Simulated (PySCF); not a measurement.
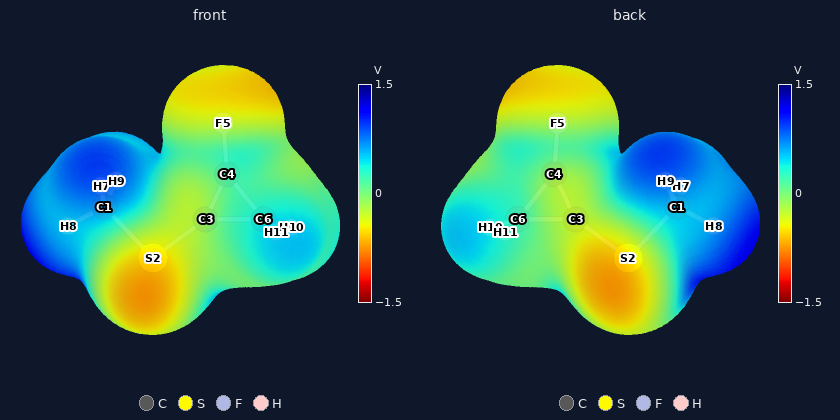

Figure 1: C$_{4}$H$_{5}$FS. The molecular electrostatic potential painted on the density surface at 0.002 e/bohr³, seen from the front and from behind; red is negative and blue positive.

Geometry: GFN2-xTB.

The calculation used PBE0/pcSseg-1, SCF density, gas phase, non-relativistic (PySCF 2.14.0).

```yaml
atoms:
  - { symbol: C, position_ang: [-2.0351, 0.4067, -0.3677] }
  - { symbol: S, position_ang: [-1.0512, -1.1211, -0.4785] }
  - { symbol: C, position_ang: [0.4630, -0.4795, -0.0042] }
  - { symbol: C, position_ang: [1.2271, 0.5033, 0.3727] }
  - { symbol: F, position_ang: [1.3777, 1.7843, 0.6769] }
  - { symbol: C, position_ang: [1.9280, -0.8052, 0.2572] }
  - { symbol: H, position_ang: [-2.0165, 0.7720, 0.6545] }
  - { symbol: H, position_ang: [-3.0481, 0.1485, -0.6582] }
  - { symbol: H, position_ang: [-1.6245, 1.1480, -1.0464] }
  - { symbol: H, position_ang: [2.5875, -0.9958, -0.5832] }
  - { symbol: H, position_ang: [2.1973, -1.3586, 1.1509] }
```

Question: Describe the electrostatic potential map.

Answer: The most negative region (about −0.8 V, or −18 kcal/mol for a unit charge) lies over S2, the most positive (about +1.2 V, or +28 kcal/mol for a unit charge) over H8.

Question: What dipole moment does the calculation give?

Answer: Its dipole moment is 1.14 D.
